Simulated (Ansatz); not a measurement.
# Geometry relaxation, with input and output: BPNH₅Cl₂ (part 2 of 2)

The same run, continued: BPNH₅Cl₂; RKS PBE0-D4/def2-SVP (Ansatz 0.2.0). It belongs to a series of runs on one base structure; here: end point A relaxed.

Geometry of the input (Å):
```
B  0.0150  -0.3997  -0.1227
Cl 0.0125  -1.1866  1.5242
Cl 1.5254  -0.3362  -1.0271
N  -1.1743  0.0654  -0.6517
H  -2.0388  0.0413  -0.1258
H  -1.2269  0.5211  -1.5534
P  -0.2177  2.5134  0.9863
H  0.4755  3.4261  1.8422
H  0.9066  2.3474  0.1193
H  0.1185  1.3759  1.7773
```

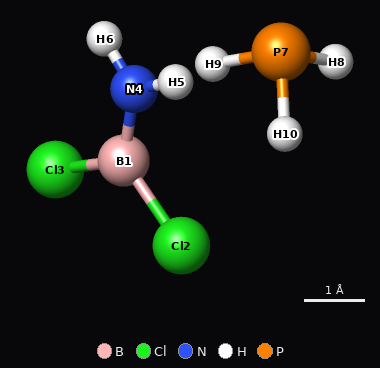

Figure 1. The geometry at step 4 of the log (ball-and-stick view, seen at a tilt; atoms are numbered from 1 in the order of the input).

## What the program printed, continued
```
relax step   8: F+E_penalty+E_count = -36558.66959985 eV  Δ(F+E_penalty+E_count) = -5.401e-4 eV  max|allowed force component| = 7.827e-3 eV/Å  Δτ_max = 0.0323 Å  (29 SCF iters, accepted)
these checks for a lower state are left out or cut short: starts, cluster_reference, orbital_swaps, neighbouring_geometries, increment
1123 factors; integrals over basis functions are off by at most 3.0e-4 eV
mean field -36558.44964045 eV, -1343.4982440795 hartree, gradient 7.4e-6 eV, S^2 0.000000; 0 other end points of the search recorded, 0 dependent functions left out
the calculation of the forces begins
reference -36558.44966459 eV, -1343.4982449665 hartree; 33, 33 occupied and 74, 74 virtual orbitals, 1123 factors
relax step   9: F+E_penalty+E_count = -36558.66983701 eV  Δ(F+E_penalty+E_count) = -2.372e-4 eV  max|allowed force component| = 4.185e-2 eV/Å  Δτ_max = 0.0531 Å  (28 SCF iters, accepted)
these checks for a lower state are left out or cut short: starts, cluster_reference, orbital_swaps, neighbouring_geometries, increment
1123 factors; integrals over basis functions are off by at most 3.0e-4 eV
mean field -36558.45004226 eV, -1343.4982588457 hartree, gradient 1.8e-5 eV, S^2 0.000000; 0 other end points of the search recorded, 0 dependent functions left out
the calculation of the forces begins
reference -36558.45006642 eV, -1343.4982597333 hartree; 33, 33 occupied and 74, 74 virtual orbitals, 1123 factors
relax step  10: F+E_penalty+E_count = -36558.66987564 eV  Δ(F+E_penalty+E_count) = -3.863e-5 eV  max|allowed force component| = 2.986e-2 eV/Å  Δτ_max = 0.0075 Å  (23 SCF iters, accepted)
1123 factors; integrals over basis functions are off by at most 3.0e-4 eV
mean field -36558.45004226 eV, -1343.4982588457 hartree, gradient 1.8e-5 eV, S^2 0.000000; 1 other end points of the search recorded, 0 dependent functions left out
the calculation of the forces begins
reference -36558.45006642 eV, -1343.4982597333 hartree; 33, 33 occupied and 74, 74 virtual orbitals, 1123 factors
Total energy: -36558.66989979 eV, -1343.5063384610 hartree
Atom 0 at     0.014784    -0.658860    -0.220377 Å, force     0.010901     0.029859     0.018782 eV/Å
Atom 1 at     0.027019    -1.549270     1.305448 Å, force    -0.002498    -0.005984    -0.012187 eV/Å
Atom 2 at     1.481036    -0.597538    -1.202971 Å, force    -0.003242    -0.009264    -0.004028 eV/Å
Atom 3 at    -1.127635     0.014164    -0.626953 Å, force    -0.013957    -0.006609    -0.001220 eV/Å
Atom 4 at    -1.974970     0.028710    -0.074432 Å, force     0.004147    -0.001552    -0.005454 eV/Å
Atom 5 at    -1.164604     0.560076    -1.477828 Å, force     0.003943    -0.005655     0.004686 eV/Å
Atom 6 at    -0.229477     2.762749     1.024398 Å, force     0.019073    -0.022098    -0.000615 eV/Å
Atom 7 at     0.485109     3.705416     1.826501 Å, force     0.001196    -0.003982    -0.001186 eV/Å
Atom 8 at     0.923904     2.407087     0.260409 Å, force    -0.017026     0.007046     0.013486 eV/Å
Atom 9 at    -0.039464     1.695567     1.954506 Å, force    -0.002536     0.018239    -0.012264 eV/Å
Dipole moment:    -0.335056     0.213670    -0.118088 e Å
```

## Trajectory as extended XYZ (Å, eV, eV/Å), 10 frames, from step=1 to step=10
```
10
Properties=species:S:1:pos:R:3:forces:R:3 step=1 energy=-36558.51239
B     0.0150   -0.3997   -0.1227    0.0699  -0.9164   0.7569
Cl    0.0125   -1.1866    1.5242    0.0018   0.2996  -0.9396
Cl    1.5254   -0.3362   -1.0271   -0.0421   0.0257   0.0175
N    -1.1743    0.0654   -0.6517    0.0202  -0.0229   0.0179
H    -2.0388    0.0413   -0.1258    0.0053   0.0267  -0.0352
H    -1.2269    0.5211   -1.5534   -0.0193   0.0083   0.0096
P    -0.2177    2.5134    0.9863    0.0161   0.4283   0.1164
H     0.4755    3.4261    1.8422    0.0187   0.0033  -0.0027
H     0.9066    2.3474    0.1193   -0.0560   0.0145   0.0329
H     0.1185    1.3759    1.7773   -0.0145   0.1328   0.0262
10
Properties=species:S:1:pos:R:3:forces:R:3 step=2 energy=-36558.59985
B    -0.0075   -0.5823   -0.1859   -0.0001   0.4014   0.7600
Cl    0.0010   -1.3084    1.4630   -0.0381   0.0218  -0.7196
Cl    1.5270   -0.3805   -1.0382   -0.1322  -0.2350  -0.0768
N    -1.1716    0.0135   -0.6605    0.1410  -0.2330  -0.0736
H    -2.0284    0.0262   -0.1209    0.0284  -0.0380  -0.0441
H    -1.2085    0.5288   -1.5334    0.0197  -0.0833   0.0958
P    -0.2189    2.6439    1.0225    0.0689   0.0107   0.0043
H     0.5187    3.5169    1.8785    0.0300   0.0453  -0.0155
H     0.8869    2.4195    0.1431   -0.0544   0.0687   0.0328
H     0.0970    1.4905    1.8005   -0.0632   0.0414   0.0366
10
Properties=species:S:1:pos:R:3:forces:R:3 step=3 energy=-36558.64702
B    -0.0046   -0.5839   -0.1873    0.0589  -0.3183   0.5759
Cl   -0.0154   -1.4115    1.4151    0.0018   0.3089  -0.6488
Cl    1.5116   -0.4872   -1.0892   -0.1297  -0.0174   0.0327
N    -1.1722   -0.0159   -0.6723    0.0596   0.0183   0.0047
H    -2.0313   -0.0132   -0.1368    0.0176  -0.0132  -0.0329
H    -1.2115    0.4883   -1.5497    0.0076  -0.0269   0.0481
P    -0.2090    2.7180    1.0574    0.0314   0.0031  -0.0193
H     0.5229    3.5993    1.9105    0.0150   0.0217  -0.0095
H     0.8994    2.5057    0.1800   -0.0322   0.0238   0.0194
H     0.1059    1.5684    1.8408   -0.0300   0.0000   0.0296
10
Properties=species:S:1:pos:R:3:forces:R:3 step=4 energy=-36558.65654
B    -0.0038   -0.6090   -0.1939    0.0182  -0.2251   0.4171
Cl   -0.0166   -1.4458    1.3921    0.0043   0.2390  -0.4759
Cl    1.5074   -0.5227   -1.1057   -0.1102  -0.0083   0.0243
N    -1.1667   -0.0223   -0.6708    0.0697   0.0246   0.0022
H    -2.0247   -0.0139   -0.1338    0.0176  -0.0164  -0.0284
H    -1.2042    0.4864   -1.5457    0.0133  -0.0294   0.0515
P    -0.2120    2.7470    1.0676    0.0277  -0.0190  -0.0253
H     0.5283    3.6253    1.9165    0.0103   0.0187  -0.0057
H     0.8932    2.5264    0.1885   -0.0278   0.0147   0.0175
H     0.0948    1.5967    1.8538   -0.0231   0.0012   0.0228
10
Properties=species:S:1:pos:R:3:forces:R:3 step=5 energy=-36558.66572
B     0.0008   -0.6458   -0.2009   -0.0640   0.0144   0.0526
Cl   -0.0136   -1.4921    1.3542    0.0042   0.0318  -0.0667
Cl    1.4992   -0.5796   -1.1336   -0.0463   0.0006  -0.0106
N    -1.1515   -0.0216   -0.6613    0.0767   0.0158  -0.0013
H    -2.0078   -0.0027   -0.1222    0.0156  -0.0182  -0.0175
H    -1.1850    0.4944   -1.5319    0.0213  -0.0281   0.0447
P    -0.2228    2.7819    1.0776    0.0220  -0.0362  -0.0224
H     0.5324    3.6577    1.9163   -0.0009   0.0107  -0.0014
H     0.8766    2.5431    0.1968   -0.0193  -0.0024   0.0153
H     0.0674    1.6330    1.8736   -0.0092   0.0116   0.0072
10
Properties=species:S:1:pos:R:3:forces:R:3 step=6 energy=-36558.66645
B     0.0054   -0.6570   -0.2173    0.0078  -0.0369   0.0681
Cl    0.0033   -1.4745    1.3517    0.0000   0.0079  -0.0331
Cl    1.4801   -0.6556   -1.1866   -0.0051   0.0221  -0.0195
N    -1.1370   -0.0105   -0.6629   -0.0272   0.0140   0.0100
H    -1.9899    0.0159   -0.1197    0.0044   0.0077   0.0185
H    -1.1782    0.4926   -1.5386    0.0273   0.0034  -0.0342
P    -0.2321    2.7766    1.0878   -0.0783   0.0988   0.0213
H     0.5041    3.6853    1.9103   -0.0261  -0.0019  -0.0048
H     0.8761    2.5379    0.2288    0.0815  -0.0425  -0.0750
H     0.0638    1.6574    1.9151    0.0156  -0.0726   0.0488
10
Properties=species:S:1:pos:R:3:forces:R:3 step=7 energy=-36558.66906
B     0.0069   -0.6544   -0.2121   -0.0006  -0.0013  -0.0010
Cl    0.0148   -1.5053    1.3360   -0.0069   0.0023  -0.0037
Cl    1.4741   -0.6267   -1.1944    0.0110  -0.0008  -0.0036
N    -1.1336    0.0049   -0.6454    0.0422  -0.0038  -0.0166
H    -1.9851    0.0376   -0.1018   -0.0267   0.0038   0.0180
H    -1.1608    0.5191   -1.5162   -0.0142   0.0036   0.0107
P    -0.2350    2.7573    1.0606    0.0102  -0.0157  -0.0019
H     0.4807    3.6928    1.8691    0.0023   0.0119   0.0027
H     0.8962    2.4785    0.2352   -0.0074  -0.0042   0.0024
H     0.0376    1.6643    1.9377   -0.0100   0.0042  -0.0070
10
Properties=species:S:1:pos:R:3:forces:R:3 step=8 energy=-36558.66960
B     0.0115   -0.6554   -0.2153    0.0051  -0.0004   0.0012
Cl    0.0180   -1.5199    1.3251    0.0018  -0.0024  -0.0005
Cl    1.4781   -0.6200   -1.1985    0.0011  -0.0004   0.0002
N    -1.1296    0.0090   -0.6387   -0.0078   0.0066  -0.0005
H    -1.9788    0.0359   -0.0896    0.0029   0.0000  -0.0019
H    -1.1630    0.5346   -1.5023   -0.0009   0.0004   0.0041
P    -0.2345    2.7605    1.0486    0.0017  -0.0036  -0.0030
H     0.4841    3.6960    1.8552   -0.0002   0.0019  -0.0002
H     0.9026    2.4534    0.2420   -0.0007  -0.0036   0.0014
H     0.0071    1.6741    1.9422   -0.0029   0.0016  -0.0008
10
Properties=species:S:1:pos:R:3:forces:R:3 step=9 energy=-36558.66984
B     0.0176   -0.6533   -0.2170   -0.0116  -0.0041  -0.0112
Cl    0.0266   -1.5468    1.3069    0.0040   0.0057  -0.0049
Cl    1.4812   -0.6018   -1.2043   -0.0031   0.0020   0.0059
N    -1.1253    0.0185   -0.6254   -0.0124   0.0035   0.0071
H    -1.9722    0.0352   -0.0717    0.0142  -0.0019  -0.0124
H    -1.1634    0.5618   -1.4781    0.0070  -0.0096   0.0138
P    -0.2331    2.7581    1.0232    0.0418  -0.0371   0.0060
H     0.4818    3.7003    1.8255    0.0009   0.0023  -0.0017
H     0.9207    2.4056    0.2565   -0.0332   0.0115   0.0230
H    -0.0381    1.6905    1.9530   -0.0077   0.0277  -0.0256
10
Properties=species:S:1:pos:R:3:forces:R:3 step=10 energy=-36558.66988
B     0.0148   -0.6589   -0.2204    0.0109   0.0299   0.0188
Cl    0.0270   -1.5493    1.3054   -0.0025  -0.0060  -0.0122
Cl    1.4810   -0.5975   -1.2030   -0.0032  -0.0093  -0.0040
N    -1.1276    0.0142   -0.6270   -0.0140  -0.0066  -0.0012
H    -1.9750    0.0287   -0.0744    0.0041  -0.0016  -0.0055
H    -1.1646    0.5601   -1.4778    0.0039  -0.0057   0.0047
P    -0.2295    2.7627    1.0244    0.0191  -0.0221  -0.0006
H     0.4851    3.7054    1.8265    0.0012  -0.0040  -0.0012
H     0.9239    2.4071    0.2604   -0.0170   0.0070   0.0135
H    -0.0395    1.6956    1.9545   -0.0025   0.0182  -0.0123
```

## Key numbers

| quantity | value |
| --- | --- |
| outcome | converged |
| total energy | −36558.6699 eV |
| mean-field energy | −36558.4501 eV |
| largest force (length of the vector) at the end | 0.037 eV/Å |
| hardware | 2 threads of Arm Neoverse V2, 24 GiB of memory available, shared host |
| wall time | 32 s (CPU time 62 s) |
| peak memory | 0.24 GiB |
